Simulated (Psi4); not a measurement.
# One shape, several levels: WO3 (SMILES [O]=[W](=[O])=[O])

We compute a comparison of 3 runs (DSD-PBEP86/def2-SVPD, wB97X-V/def2-SVPD, MP3/def2-SVPD) of WO3. 

Program for the calculation: Psi4 1.11.

1 further run of the same task is left out (set aside as unsound or not needed).

### Step 1. The molecule

The species is WO3 (4 atoms), meant as a singlet with charge 0. As SMILES, `[O]=[W](=[O])=[O]`. One bond was lengthened or shortened from a relaxed shape.

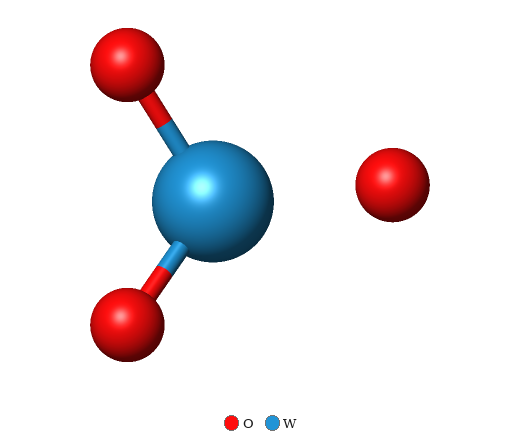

Viewed from a chosen angle; oxygen red, tungsten blue.

### Step 2. The energy at DSD-PBEP86/def2-SVPD (core potential, density fitting for correlation) (run 1)

Contents of input.inp:

```
memory 1.6 GB

molecule {
  0 1
  O
  W 1 1.715504
  O 2 2.2302 1 107.47679
  O 2 1.715576 1 107.47451 3 -115.41534
  symmetry c1
}

set globals {
  basis def2-SVPD
  puream true
  e_convergence 1e-09
  d_convergence 1e-08
  scf_type pk
  dft_radial_points 99
  dft_spherical_points 590
  num_frozen_docc 3
}

result = energy("dsd-pbep86")
```

On the command line:

```console
$ psi4 -n 1 input.inp input.out
```

input.out:

```text
[...]
    !!!  WARNING: ECP capability is in beta. Please check occupations closely.  !!!
[...]
  Running in c1 symmetry.
[...]
  Nuclear repulsion =  129.105400124189600
[...]
  Multiplicity = 1
[...]
  Nalpha       = 19
  Nbeta        = 19
[...]
    Number of basis functions: 104
[...]
   @RKS iter   1:  -290.20464963912963   -5.14325e-01   1.45765e-02 DIIS/ADIIS
[...]
   @RKS iter  25:  -291.39795898028063   -1.81899e-11   6.65840e-09 DIIS
[...]
    Orbital Energies [Eh]
    ---------------------
    Doubly Occupied:
       1A    -20.141271     2A    -20.141254     3A    -20.095598
       4A     -3.458080     5A     -2.015086     6A     -2.004848
       7A     -1.976691     8A     -1.175978     9A     -1.159417
      10A     -1.059879    11A     -0.589829    12A     -0.576808
      13A     -0.537568    14A     -0.530602    15A     -0.514060
      16A     -0.468858    17A     -0.426977    18A     -0.403799
      19A     -0.364798
[...]
  @RKS Final Energy:  -291.39795898028063
   => Energetics <=
    Nuclear Repulsion Energy =            129.1054001241896003
    One-Electron Energy =                -678.9897479446383386
    Two-Electron Energy =                 267.9373417427308368
    DFT Exchange-Correlation Energy =      -9.4509529025627597
    Empirical Dispersion Energy =           0.0000000000000000
    VV10 Nonlocal Energy =                  0.0000000000000000
    Total Energy =                       -291.3979589802806345
[...]
 Multipole Moments:
 ------------------------------------------------------------------------------------
     Multipole            Electronic (a.u.)      Nuclear  (a.u.)        Total (a.u.)
 ------------------------------------------------------------------------------------
 L = 1.  Multiply by 2.5417464519 to convert [e a0] to [Debye]
 Dipole X            :         16.7809954          -15.0251265            1.7558689
 Dipole Y            :         16.3770681          -14.4854498            1.8916183
 Dipole Z            :          5.9612382           -5.3936353            0.5676029
 Magnitude           :                                                    2.6426253
[...]
```

Wall time 20 s (1 thread of AMD EPYC 9B14 (Zen 4), shared host); peak memory 0.63 GiB.

### Step 3. A single-point energy at wB97X-V/def2-SVPD (core potential) (run 2)

Contents of input.json:

```json
{
 "schema_name": "qcschema_input",
 "schema_version": 1,
 "molecule": {
  "schema_name": "qcschema_molecule",
  "schema_version": 2,
  "symbols": ["O", "W", "O", "O"],
  "geometry": [-1.26414741, 0.98851007, 3.14755996, -1.50773311, -0.0487606, 0.08582569, 2.02521949, -2.16052388, -0.81995217, -1.59428256, 2.56888802, -1.82487639],
  "molecular_charge": 0,
  "molecular_multiplicity": 1,
  "fix_symmetry": "c1"
 },
 "driver": "energy",
 "model": {
  "method": "wb97x-v",
  "basis": "def2-SVPD"
 },
 "keywords": {
  "puream": true,
  "e_convergence": 1e-09,
  "d_convergence": 1e-08,
  "scf_type": "pk",
  "dft_radial_points": 99,
  "dft_spherical_points": 590
 }
}
```

On the command line:

```console
$ psi4 --qcschema input.json -n 1 --memory 1600MB
```

stdout:

```text
[...]
    !!!  WARNING: ECP capability is in beta. Please check occupations closely.  !!!
[...]
  Running in c1 symmetry.
[...]
  Nuclear repulsion =  129.105407046011834
[...]
  Multiplicity = 1
[...]
  Nalpha       = 19
  Nbeta        = 19
[...]
    Number of basis functions: 104
[...]
   @RKS iter   1:  -290.99859645222523   -4.20364e-01   1.61969e-02 DIIS/ADIIS
[...]
   @RKS iter  23:  -292.42019987703077   -2.03499e-11   7.53472e-09 DIIS
[...]
    Orbital Energies [Eh]
    ---------------------
    Doubly Occupied:
       1A    -19.296092     2A    -19.296076     3A    -19.241444
       4A     -3.252964     5A     -1.908022     6A     -1.901921
       7A     -1.878632     8A     -1.088525     9A     -1.073068
      10A     -0.970381    11A     -0.579611    12A     -0.564163
      13A     -0.543226    14A     -0.524216    15A     -0.520926
      16A     -0.461610    17A     -0.426928    18A     -0.380489
      19A     -0.378407
[...]
  @RKS Final Energy:  -292.42019987703077
   => Energetics <=
    Nuclear Repulsion Energy =            129.1054070460118339
    One-Electron Energy =                -679.4385217980413927
    Two-Electron Energy =                 280.6362657300095975
    DFT Exchange-Correlation Energy =     -22.8731185815938076
    Empirical Dispersion Energy =           0.0000000000000000
    VV10 Nonlocal Energy =                  0.1497677265830303
    Total Energy =                       -292.4201998770307682
[...]
 Multipole Moments:
 ------------------------------------------------------------------------------------
     Multipole            Electronic (a.u.)      Nuclear  (a.u.)        Total (a.u.)
 ------------------------------------------------------------------------------------
 L = 1.  Multiply by 2.5417464519 to convert [e a0] to [Debye]
 Dipole X            :        -22.3113321           19.8499876           -2.4613444
 Dipole Y            :         -8.9629576            8.3012792           -0.6616784
 Dipole Z            :         -1.3660007            1.3193252           -0.0466754
 Magnitude           :                                                    2.5491593
[...]
```

The result, in JSON:

```text
{
 "driver": "energy",
 "model": {
  "method": "wb97x-v",
  "basis": "def2-SVPD"
 },
 "success": true,
 "return_result": -292.42019987703077,
 "properties": {
  "calcinfo_nbasis": 104,
  "calcinfo_nmo": 104,
  "calcinfo_nalpha": 19,
  "calcinfo_nbeta": 19,
  "calcinfo_natom": 4,
  "nuclear_repulsion_energy": 129.10540704601183,
  "return_energy": -292.42019987703077,
  "scf_one_electron_energy": -679.4385217980414,
  "scf_two_electron_energy": 280.6362657300096,
  "scf_vv10_energy": 0.14976772658303034,
  "scf_xc_energy": -22.873118581593808,
  "scf_dipole_moment": [-2.4613444191301497, -0.6616784050872209, -0.04667544021196024],
  "scf_total_energy": -292.42019987703077,
  "scf_iterations": 23
 }
}
```

Run time: 73 s. Hardware: 1 thread of AMD EPYC 9B14 (Zen 4), shared host; peak memory 0.75 GiB.

### Step 4. A single-point energy at MP3/def2-SVPD (core potential) (run 3)

Contents of input.dat:

```
memory 1.6 GB

molecule {
  O
  W 1 R2
  O 2 R3 1 A3
  O 2 R4 1 A4 3 D4

  R2 = 1.715504
  R3 = 2.2302
  A3 = 107.47679
  R4 = 1.715576
  A4 = 107.47451
  D4 = -115.41534
  units angstrom
  symmetry c1
}

set {
  basis def2-SVPD
  reference rhf
  puream true
  e_convergence 1e-09
  d_convergence 1e-08
  scf_type pk
  num_frozen_docc 3
  mp_type conv
}

energy_value = energy('mp3')
print_variables()
```

On the command line:

```console
$ psi4 -n 1 input.dat output.dat
```

output.dat:

```text
[...]
    !!!  WARNING: ECP capability is in beta. Please check occupations closely.  !!!
[...]
  Running in c1 symmetry.
[...]
  Nuclear repulsion =  129.105400124189600
[...]
  Multiplicity = 1
[...]
  Nalpha       = 19
  Nbeta        = 19
[...]
    Number of basis functions: 104
[...]
   @RHF iter   1:  -289.60633654615634   -9.20633e-01   1.35237e-02 DIIS/ADIIS
[...]
   @RHF iter  31:  -290.64906076875707   -3.48450e-11   8.39547e-09 DIIS
[...]
    Orbital Energies [Eh]
    ---------------------
    Doubly Occupied:
       1A    -20.632344     2A    -20.632327     3A    -20.601587
       4A     -3.630469     5A     -2.130961     6A     -2.119302
       7A     -2.087894     8A     -1.276407     9A     -1.258527
      10A     -1.170421    11A     -0.642919    12A     -0.629453
      13A     -0.579131    14A     -0.578761    15A     -0.554879
      16A     -0.516236    17A     -0.484288    18A     -0.474689
      19A     -0.394269
[...]
  @RHF Final Energy:  -290.64906076875707
   => Energetics <=
    Nuclear Repulsion Energy =            129.1054001241896003
    One-Electron Energy =                -678.7191946159312010
    Two-Electron Energy =                 258.9647337229845334
    Total Energy =                       -290.6490607687570673
[...]
 Multipole Moments:
 ------------------------------------------------------------------------------------
     Multipole            Electronic (a.u.)      Nuclear  (a.u.)        Total (a.u.)
 ------------------------------------------------------------------------------------
 L = 1.  Multiply by 2.5417464519 to convert [e a0] to [Debye]
 Dipole X            :         16.9656947          -15.0251265            1.9405682
 Dipole Y            :         16.2791463          -14.4854498            1.7936965
 Dipole Z            :          6.1144206           -5.3936353            0.7207853
 Magnitude           :                                                    2.7391027
[...]
	SCS-MP2 Total Energy (a.u.)        :  -291.64782278538075
	SOS-MP2 Total Energy (a.u.)        :  -291.61420127678940
[...]
	SOS-PI-MP2 Total Energy (a.u.)     :  -291.68844285433033
[...]
	MP2 Total Energy (a.u.)            :  -291.71506580256346
[...]
	SCS-MP3 Total Energy (a.u.)        :  -291.60660288561871
[...]
	MP3 Total Energy (a.u.)            :  -291.55018620351518
[...]
```

Run time: 18 s. Hardware: 1 thread of AMD EPYC 9B14 (Zen 4), shared host; peak memory 0.96 GiB.

### Step 5. Overview of the runs

| run | level | fitting correlation | frozen core orbitals | energy (Eh) | HOMO energy (eV) | LUMO energy (eV) | HOMO–LUMO gap (eV) | wall time |
| --- | --- | --- | --- | --- | --- | --- | --- | --- |
| 1 | DSD-PBEP86/def2-SVPD (core potential, density fitting for correlation) | density fitting | 3 | -291.987554 | -9.93 | -3.88 | 6.05 | 20 s |
| 2 | wB97X-V/def2-SVPD (core potential) | – | 0 | -292.420200 | -10.30 | -3.56 | 6.74 | 73 s |
| 3 | MP3/def2-SVPD (core potential) | none | 3 | -291.550186 | -10.73 | -2.64 | 8.08 | 18 s |

### Step 6. What came out

| quantity | value |
| --- | --- |
| run 3: total energy | -291.55019 Eh |
| run 3: HOMO energy (Hartree–Fock orbitals) | -10.73 eV |
| run 3: LUMO energy (Hartree–Fock orbitals) | -2.64 eV |
| run 3: HOMO–LUMO gap (Hartree–Fock orbitals) | 8.08 eV |
| run 3: correlation energy (3 core orbitals frozen) | -901.1 mEh |

**Reading.** Totals of different functionals can't be ranked against each other. All runs together took 1.8 min, the longest 73 s.
